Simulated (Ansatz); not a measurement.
# BH3 (singlet): correlated methods under varied settings at scale of all distances = 1.283

Aim: run BH3 (singlet) at one geometry under a spread of methods and options, and see what each costs and gives.

Computed with Ansatz 0.2.0, Gaussian basis. Level: the settings change from run to run.

14 further runs of the same task are left out: 4 for a known fault of the program, 8 that didn't finish, 2 set aside as unsound or not needed.

## (1) The system

The geometry derives from a PBE0/def2-TZVP stationary point (not a proven minimum). All distances are scaled together.

4 atoms, charge 0, spin multiplicity 1.

Atoms are counted from 1 here; the program's logs count them from 0.

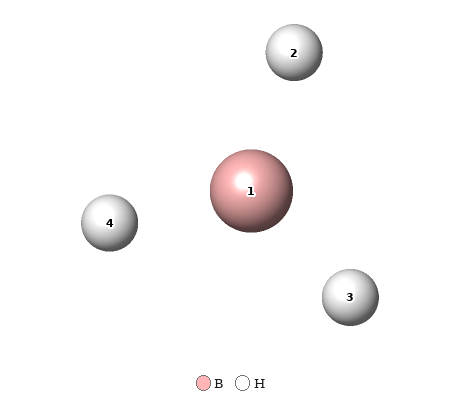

The geometry (boron pink, hydrogen white); atoms are numbered from 1 in the order of the file.

Coordinates:

```xyz
4

B     0.00000    0.00000    0.00000
H     1.53110    0.01868   -0.00033
H    -0.78173    1.31663   -0.00364
H    -0.74938   -1.33531    0.00397
```

## (2) CASCI(4,3)/6-31G

Input file in.yaml:

```yaml
crystal:
  periodic: [false, false, false]
  atoms:
    - {symbol: B, position_ang: [0.000000, 0.000000, 0.000000]}
    - {symbol: H, position_ang: [1.531102, 0.018675, -0.000331]}
    - {symbol: H, position_ang: [-0.781725, 1.316631, -0.003640]}
    - {symbol: H, position_ang: [-0.749378, -1.335306, 0.003971]}
basis:
  gaussian: {orbitals: 6-31G, point_charges: [{charge: -0.50, position_ang: [4.057, 0.437, -0.171]}]}
correlation: {active_space: {window: {electrons: 4, orbitals: 3}, fixed_orbitals: true}}
scf: {lower_state_search: off}
output: {forces: true}
```

Started as:

```
> ansatz run in.yaml --threads 1 --pin off --events-out ev --progress --plain --max-ram 2393MiB
```

What it wrote:

```text
Functional definition: HF
  name "HF"
  cite "Fock, Z. Phys. 61, 126 (1930) doi:10.1007/BF01340294"
  parent pbe
  exchange = exact_x
  correlation = 0
these checks for a lower state are left out or cut short: starts, cluster_reference, orbital_swaps, neighbouring_geometries, increment
222 factors; integrals over basis functions are off by at most 3.2e-4 eV
mean field evaluation 1: about -714.4061 eV, gradient 8.9e0 eV
mean field evaluation 2: about -714.4026 eV, gradient 8.9e0 eV
mean field evaluation 4: about -714.9354 eV, gradient 8.3e-1 eV
mean field evaluation 8: about -714.9411 eV, gradient 6.3e-5 eV
mean field -714.94110536 eV, -26.2736010177 hartree, gradient 2.6e-6 eV, S^2 0.000000; 0 other end points of the search recorded, 0 dependent functions left out
reference -714.94110536 eV, -26.2736010177 hartree; 4, 4 occupied and 11, 11 virtual orbitals, 222 factors
state -714.95711256 eV, -26.2741892713 hartree
the calculation of the forces begins
Total energy: -714.95711256 eV, -26.2741892713 hartree
Atom 0 at     0.000000     0.000000     0.000000 Å, force     0.382931     0.015277    -0.001067 eV/Å
Atom 1 at     1.531102     0.018675    -0.000331 Å, force    -4.260572    -0.033655    -0.003573 eV/Å
Atom 2 at    -0.781725     1.316631    -0.003640 Å, force     2.014928    -3.596976     0.010739 eV/Å
Atom 3 at    -0.749378    -1.335306     0.003971 Å, force     1.919431     3.628985    -0.010403 eV/Å
Dipole moment:     0.166210     0.010476    -0.001820 e Å
Checks for a lower state left out: starts, cluster_reference, orbital_swaps, neighbouring_geometries, increment
```

It took 0.09 s on 1 thread of Arm Neoverse V2, shared host.

From the report: 9 determinants; active occupations 2.00, 2.00, 0.00.

## (3) MRCISD+Q(relaxed)(4,3)/6-31G

Input file in.yaml:

```yaml
crystal:
  periodic: [false, false, false]
  atoms:
    - {symbol: B, position_ang: [0.000000, 0.000000, 0.000000]}
    - {symbol: H, position_ang: [1.531102, 0.018675, -0.000331]}
    - {symbol: H, position_ang: [-0.781725, 1.316631, -0.003640]}
    - {symbol: H, position_ang: [-0.749378, -1.335306, 0.003971]}
basis:
  gaussian: {orbitals: 6-31G}
hamiltonian: {pseudopotentials: {relativity: scalar}}
correlation: {method: fic_mrcisd_q_relaxed, electrons: outside_noble_gas, active_space: {window: {electrons: 4, orbitals: 3}}}
```

The command is unchanged.

What it wrote (excerpt; [...] marks lines left out):

```text
Functional definition: HF
  name "HF"
  cite "Fock, Z. Phys. 61, 126 (1930) doi:10.1007/BF01340294"
  parent pbe
[...]
222 factors; integrals over basis functions are off by at most 3.2e-4 eV
[...]
mean field -715.08080119 eV, -26.2787347444 hartree, gradient 2.2e-6 eV, S^2 0.000000; 0 other end points of the search recorded, 0 dependent functions left out
reference -715.08080119 eV, -26.2787347444 hartree; 4, 4 occupied and 11, 11 virtual orbitals, 222 factors
state -715.69713744 eV, -26.3013846838 hartree
contracted CI cycle   1: correlation 0.00000000 eV, 0.0000000000 hartree, residual 8.63e0 eV
contracted CI cycle   2: correlation -1.72298741 eV, -0.0633186194 hartree, residual 2.17e0 eV
contracted CI cycle   3: correlation -1.84156198 eV, -0.0676761547 hartree, residual 8.33e-1 eV
contracted CI cycle   4: correlation -1.85744948 eV, -0.0682600095 hartree, residual 2.80e-1 eV
[...]
contracted CI cycle   5: correlation -2.28372893 eV, -0.0839254904 hartree, residual 7.61e-2 eV
contracted CI cycle   6: correlation -2.28389773 eV, -0.0839316934 hartree, residual 2.36e-2 eV
contracted CI cycle   7: correlation -2.28391433 eV, -0.0839323034 hartree, residual 8.95e-3 eV
contracted CI cycle   8: correlation -2.28391652 eV, -0.0839323840 hartree, residual 3.63e-3 eV
contracted CI cycle   9: correlation -2.28391690 eV, -0.0839323978 hartree, residual 1.15e-3 eV
state -715.22651015 eV, -26.2840894502 hartree; corrected -717.66845536 eV, -26.3738292812 hartree
state -715.22651015 eV, -26.2840894502 hartree; corrected -717.66845536 eV, -26.3738292812 hartree
the orbitals are reached from a further start. From the first start the search ends at -715.69713631 eV, -26.3013846426 hartree
WARN: the results are in doubt because another end's mean lies 0.471 eV lower, and its corrected mean 0.006 eV higher
Total energy: -717.66845536 eV, -26.3738292812 hartree
Relativity: scalar
In doubt: another end's mean lies 0.471 eV lower, and its corrected mean 0.006 eV higher
```

Run time: 0.39 s. Hardware: 1 thread of Arm Neoverse V2, shared host.

From the report: 3 determinants; active occupations 2.00, 1.99, 0.01. Mind the lines of doubt at the end of the log.

## (4) MRCISD+Q(4,6)/6-31G

in.yaml: that of step 3 with these lines changed.

```diff
@@ -9,3 +9,2 @@
   gaussian: {orbitals: 6-31G}
-hamiltonian: {pseudopotentials: {relativity: scalar}}
-correlation: {method: fic_mrcisd_q_relaxed, electrons: outside_noble_gas, active_space: {window: {electrons: 4, orbitals: 3}}}
+correlation: {method: fic_mrcisd_q, electrons: valence, active_space: {window: {electrons: 4, orbitals: 6}, states: [{multiplicity: 1, weights: [0.5, 1, 0.5, 0.5]}]}}
```

Launched as before.

What it wrote (excerpt; [...] marks lines left out):

```text
Functional definition: HF
  name "HF"
  cite "Fock, Z. Phys. 61, 126 (1930) doi:10.1007/BF01340294"
  parent pbe
[...]
348 factors; integrals over basis functions are off by at most 2.2e-7 eV
[...]
mean field -714.90656281 eV, -26.2723316023 hartree, gradient 2.2e-6 eV, S^2 0.000000; 0 other end points of the search recorded, 0 dependent functions left out
reference -714.90656281 eV, -26.2723316023 hartree; 4, 4 occupied and 11, 11 virtual orbitals, 348 factors
state -716.03885761 eV, -26.3139426684 hartree
state -711.18964815 eV, -26.1357375079 hartree
state -709.66447696 eV, -26.0796885004 hartree
state -706.12944681 eV, -25.9497785385 hartree
contracted CI cycle   1: correlation 0.00000000 eV, 0.0000000000 hartree, residual 7.56e0 eV
contracted CI cycle   2: correlation -1.26120648 eV, -0.0463484833 hartree, residual 2.19e0 eV
[...]
contracted CI cycle   3: correlation -1.75401943 eV, -0.0644590250 hartree, residual 1.15e0 eV
contracted CI cycle   4: correlation -1.78767252 eV, -0.0656957534 hartree, residual 3.97e-1 eV
contracted CI cycle   5: correlation -1.79142346 eV, -0.0658335981 hartree, residual 1.30e-1 eV
contracted CI cycle   6: correlation -1.79182666 eV, -0.0658484151 hartree, residual 4.69e-2 eV
contracted CI cycle   7: correlation -1.79187965 eV, -0.0658503624 hartree, residual 1.79e-2 eV
contracted CI cycle   8: correlation -1.79188791 eV, -0.0658506662 hartree, residual 7.46e-3 eV
contracted CI cycle   9: correlation -1.79188957 eV, -0.0658507270 hartree, residual 3.75e-3 eV
contracted CI cycle  10: correlation -1.79188993 eV, -0.0658507405 hartree, residual 1.70e-3 eV
contracted CI cycle  11: correlation -1.79189001 eV, -0.0658507431 hartree, residual 6.30e-4 eV
state -706.12944681 eV, -25.9497785385 hartree; corrected -708.08472163 eV, -26.0216335630 hartree
Total energy: -712.88578020 eV, -26.1980692111 hartree
```

It took 1.1 s on 1 thread of Arm Neoverse V2, shared host.

From the report: 65 determinants; active occupations (of the averaged states) 1.74, 1.36, 0.60, 0.22, 0.05, 0.03.

## (5) BCCD(T) on RHF/6-31G

Input file in.yaml:

```yaml
crystal:
  periodic: [false, false, false]
  atoms:
    - {symbol: B, position_ang: [0.000000, 0.000000, 0.000000]}
    - {symbol: H, position_ang: [1.531102, 0.018675, -0.000331]}
    - {symbol: H, position_ang: [-0.781725, 1.316631, -0.003640]}
    - {symbol: H, position_ang: [-0.749378, -1.335306, 0.003971]}
basis:
  gaussian: {orbitals: 6-31G, fitting: {mean_field: def2-universal-jkfit}}
magnetization: {spin_polarized: false}
correlation: {method: bccd_t, electrons: outside_noble_gas}
accuracy: high
output: {forces: true}
```

Launched as before.

What it wrote (excerpt; [...] marks lines left out):

```text
Functional definition: HF
  name "HF"
  cite "Fock, Z. Phys. 61, 126 (1930) doi:10.1007/BF01340294"
  parent pbe
[...]
129 factors; integrals over basis functions are off by at most 1.2e-1 eV
[...]
mean field -714.90800015 eV, -26.2723844235 hartree, gradient 1.2e-8 eV, S^2 0.000000; 0 other end points of the search recorded, 0 dependent functions left out
1 core orbitals not correlated: weight in the atoms' cores, before any rotation towards them, 1.000 or more for the frozen orbitals, at most 0.000 for the correlated occupied ones
reference -714.90800015 eV, -26.2723844235 hartree; 3, 3 occupied and 11, 11 virtual orbitals, 129 factors
second order -1.79219083 eV of doubles, -0.00000000 eV of singles
cycle   1  -2.24054538 eV  change   -4.5e-1 eV  update   6.2e-2
[...]
cycle  17  -2.49702652 eV  change  -5.8e-11 eV  update  3.6e-10
perturbative correction -0.05202623 eV, -0.0019119287 hartree
[...]
Total energy: -717.45705290 eV, -26.3660603841 hartree
Atom 0 at     0.000000     0.000000     0.000000 Å, force    -0.000002    -0.000000     0.000000 eV/Å
Atom 1 at     1.531102     0.018675    -0.000331 Å, force    -3.507542    -0.042781     0.000758 eV/Å
Atom 2 at    -0.781725     1.316631    -0.003640 Å, force     1.790824    -3.016219     0.008339 eV/Å
Atom 3 at    -0.749378    -1.335306     0.003971 Å, force     1.716721     3.059000    -0.009097 eV/Å
Dipole moment:     0.000000     0.000000    -0.000000 e Å
```

It took 0.15 s on 1 thread of Arm Neoverse V2, shared host.

From the report: correlation -2.5491 eV; largest double amplitude 0.07.

## (6) NEVPT4(SD)(4,7)/def2-SVP

Input file in.yaml:

```yaml
crystal:
  periodic: [false, false, false]
  atoms:
    - {symbol: B, position_ang: [0.000000, 0.000000, 0.000000]}
    - {symbol: H, position_ang: [1.531102, 0.018675, -0.000331]}
    - {symbol: H, position_ang: [-0.781725, 1.316631, -0.003640]}
    - {symbol: H, position_ang: [-0.749378, -1.335306, 0.003971]}
basis:
  gaussian: {orbitals: def2-SVP, fitting: {mean_field: def2-universal-jkfit}}
correlation: {method: fic_nevpt4_sd, electrons: valence, active_space: {window: {electrons: 4, orbitals: 7}, states: [{multiplicity: 1, weights: [1, 1]}]}}
```

The command is unchanged.

What it wrote:

```text
Functional definition: HF
  name "HF"
  cite "Fock, Z. Phys. 61, 126 (1930) doi:10.1007/BF01340294"
  parent pbe
  exchange = exact_x
  correlation = 0
129 factors; integrals over basis functions are off by at most 4.7e-1 eV
mean field evaluation 1: about -714.2918 eV, gradient 9.5e0 eV
mean field evaluation 2: about -714.8033 eV, gradient 2.8e0 eV
mean field evaluation 4: about -714.8596 eV, gradient 9.4e-2 eV
mean field -714.85970838 eV, -26.2706097336 hartree, gradient 2.4e-6 eV, S^2 0.000000; 0 other end points of the search recorded, 0 dependent functions left out
reference -714.85970838 eV, -26.2706097336 hartree; 4, 4 occupied and 25, 25 virtual orbitals, 129 factors
state -716.36932519 eV, -26.3260871281 hartree
state -711.66509464 eV, -26.1532098439 hartree
state -716.36932519 eV, -26.3260871281 hartree; corrected -718.27158538 eV, -26.3959939008 hartree
state -711.66509464 eV, -26.1532098439 hartree; corrected -713.58958050 eV, -26.2239333948 hartree
Total energy: -715.93058294 eV, -26.3099636478 hartree
```

Wall time 0.96 s (1 thread of Arm Neoverse V2, shared host).

From the report: 135 determinants; active occupations (of the averaged states) 1.93, 1.46, 0.50, 0.06, 0.03, 0.01, 0.01.

## (7) All runs side by side

 † marks a result that the program doubts.

| level | correlated | functions | energy (eV) | time |
| --- | --- | --- | --- | --- |
| CASCI(4,3)/6-31G (beside a point charge) |  | 15 | -714.9571 | 0.09 s |
| MRCISD+Q(relaxed)(4,3)/6-31G (relativity set) † | outside noble gas | 15 | -717.6685 | 0.39 s |
| MRCISD+Q(4,6)/6-31G (mean of several states) | valence | 15 | -712.8858 | 1.1 s |
| BCCD(T) on RHF/6-31G | outside noble gas | 15 | -717.4571 | 0.15 s |
| NEVPT4(SD)(4,7)/def2-SVP (mean of several states) | valence | 29 | -715.9306 | 0.96 s |

## (8) Outcome

| quantity | value |
| --- | --- |
| runs | 5 |
| quickest | CASCI(4,3)/6-31G (beside a point charge), 0.09 s |
| slowest | MRCISD+Q(4,6)/6-31G (mean of several states), 1.1 s |

**Reading.** Total energies in different bases, with other cores or another treatment of relativity can't be set against each other. MRCISD+Q(4,6)/6-31G (mean of several states) took 12 times as long as CASCI(4,3)/6-31G (beside a point charge); the jobs differ in more than the method.
